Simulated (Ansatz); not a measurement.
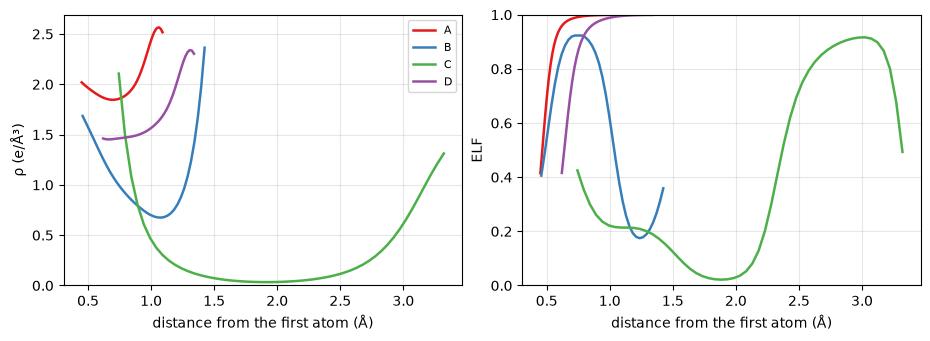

The picture shows: CH6Sn···H2S. Electron density and electron localisation function along straight lines between neighbouring atoms. The curves leave out the atomic cores.

Core potentials replace the inner electrons of Sn.

Computed with RKS BHLYP-D4/def2-SVP (Ansatz).

```yaml
atoms:
  - { symbol: Sn, position_ang: [-0.1243, -0.2781, 0.1563] }
  - { symbol: C, position_ang: [-0.3710, -0.3367, 2.2912] }
  - { symbol: H, position_ang: [-1.4271, -0.4490, 2.5434] }
  - { symbol: H, position_ang: [0.1829, -1.1783, 2.7115] }
  - { symbol: H, position_ang: [0.0027, 0.5930, 2.7210] }
  - { symbol: H, position_ang: [1.5359, -0.2164, -0.2533] }
  - { symbol: H, position_ang: [-0.9208, 1.0699, -0.5214] }
  - { symbol: H, position_ang: [-0.7814, -1.7020, -0.5337] }
  - { symbol: S, position_ang: [1.7786, 2.9340, 1.4925] }
  - { symbol: H, position_ang: [2.6207, 2.1801, 0.7725] }
  - { symbol: H, position_ang: [2.2270, 2.4450, 2.6572] }
```

### Which curve belongs to which contact (C–H, C–Sn, Sn–S and S–H)? The first atom named is at distance zero.

Curve A: C–H (1.09 Å): the density is about 1.9 e/Å³ at the midpoint; the ELF climbs to about 1 towards the hydrogen, as it does in any bond to H: an ordinary covalent bond to hydrogen. Curve B: C–Sn (2.15 Å): the density is about 0.67 e/Å³ at the midpoint; the ELF peaks at about 0.90 in the valence shell of C, 0.7 Å from its nucleus, and drops to about 0.15 between the two atoms. Curve C: Sn1···S9 (3.97 Å): the density falls to about 0.03 e/Å³ on the way; the ELF dips to about 0 between them; a weak contact between the two molecules. Curve D: S–H (1.34 Å): the density is about 1.5 e/Å³ at the midpoint; the ELF climbs to about 1 towards the hydrogen.
